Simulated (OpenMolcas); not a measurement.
```
&GATEWAY
Basis set
Ti.ANO-RCC-VDZP.
Ti1 0.0 0.0 0.0 Angstrom
End of basis
Basis set
F.ANO-RCC-VDZP.
L1 2.068000 0.000000 0.000000 Angstrom
L2 0.000000 2.068000 0.000000 Angstrom
L3 0.000000 0.000000 2.068000 Angstrom
End of basis
Basis set
Cd.EMB-AIMP.Lopez-Moraza.11s7p.1s1p.ECP.KCdF3.
PseudoCharge
* 3 symmetry-unique lattice sites within 7.6 angstrom
End of basis
Basis set
K.EMB-AIMP.Lopez-Moraza.0s.0s.ECP.KCdF3.
PseudoCharge
* 16 symmetry-unique lattice sites within 7.6 angstrom
End of basis
Basis set
Cd.EMB-AIMP.Lopez-Moraza.0s.0s.ECP.KCdF3.
PseudoCharge
* 10 symmetry-unique lattice sites within 7.6 angstrom
End of basis
Basis set
F.EMB-AIMP.Lopez-Moraza.0s.0s.ECP.KCdF3.
PseudoCharge
* 27 symmetry-unique lattice sites within 7.6 angstrom
End of basis
Symmetry
XYZ
AngMom=0.0 0.0 0.0
AMFI
RICD
XField
1533 Angstrom 0
* Evjen-weighted lattice charges
&SEWARD
&RASSCF
FileOrb=start.orb
Symmetry=1
Spin=3
nActEl=2 0 0
Inactive=18 21
Ras2=5 0
CIRoot=10 10 1
SDav=10
CIMx=300
Iter=150 100
PrWF=0.3
OrbListing=Nothing
MaxOrb=0
LevShft=1.0
>>> COPY $Project.JobIph JOB001
&RASSCF
FileOrb=start.orb
Symmetry=1
Spin=1
nActEl=2 0 0
Inactive=18 21
Ras2=5 0
CIRoot=15 15 1
SDav=15
CIMx=300
Iter=150 100
PrWF=0.3
OrbListing=Nothing
MaxOrb=0
LevShft=1.0
>>> COPY $Project.JobIph JOB002
&RASSI
NrOfJobIphs=2 10 15
1 2 3 4 5 6 7 8 9 10
1 2 3 4 5 6 7 8 9 10 11 12 13 14 15
IphNames
JOB001
JOB002
EJob
SpinOrbit
DIPRint=1.0
SOCoupling=1000.0
Subsets=2
Property=9
'ANGMOM' 1 'ANGMOM' 2 'ANGMOM' 3 'MLTPL  1' 1 'MLTPL  1' 2 'MLTPL  1' 3
'AMFI' 1 'AMFI' 2 'AMFI' 3
SOProperty=3
'ANGMOM' 1 'ANGMOM' 2 'ANGMOM' 3
>>> COPY JOB001 $Project.JobIph
&CASPT2
Multistate=10 1 2 3 4 5 6 7 8 9 10
NoMult
Frozen=5 6
IPEA=0.25
Imaginary=0.1
MaxIter=60
WThr=0.0 0.3 0.05
PrWF=0.5
NoMix
>>> COPY JOB002 $Project.JobIph
&CASPT2
Multistate=15 1 2 3 4 5 6 7 8 9 10 11 12 13 14 15
NoMult
Frozen=5 6
IPEA=0.25
Imaginary=0.1
MaxIter=60
WThr=0.0 0.3 0.05
PrWF=0.5
NoMix
```

Launched with:
```bash
OMP_NUM_THREADS=1 MOLCAS_MEM=2457 MOLCAS_PROJECT=a pymolcas a.inp > a.log  # once for each step of the input, in one work folder
```

The CASPT2 energies were then put on the diagonal of the RASSI spin-orbit matrix.

The calculation used state-averaged SS-CASPT2, IPEA shift 0.25, imaginary shift 0.1 hartree, closed shells 3s 3p correlated, active space 2 electrons in the shell 3d, basis ANO-RCC-VDZP on all atoms, DKH2 scalar Hamiltonian, spin-orbit coupling by RASSI with atomic mean-field integrals (OpenMolcas).

Ti²⁺ (3d²) as a dopant in KCdF₃, a cluster with its 6 nearest F⁻ at 2.068 Å (octahedron) embedded in model potentials and point charges; the geometry was set, not optimised. The cluster and the levels that result:

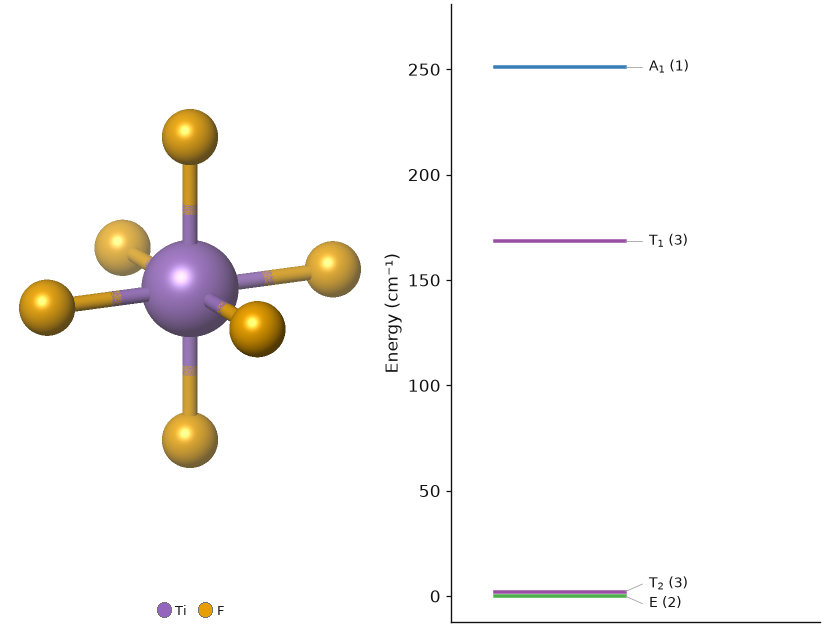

Labels give the representation in O, Td, D4 or D3 as the site allows (double group for half-integer spin) where it could be assigned and, in brackets, the degeneracy; spin-free states, where drawn, share the zero of the spin-orbit levels.

The ground level is E, doubly degenerate, 100 % from states of spin multiplicity 3. Its principal g values are all close to zero. The next level lies at 2.0 cm⁻¹ (T₂).

Note: the geometry is set by hand, with no relaxation and no charge compensation.
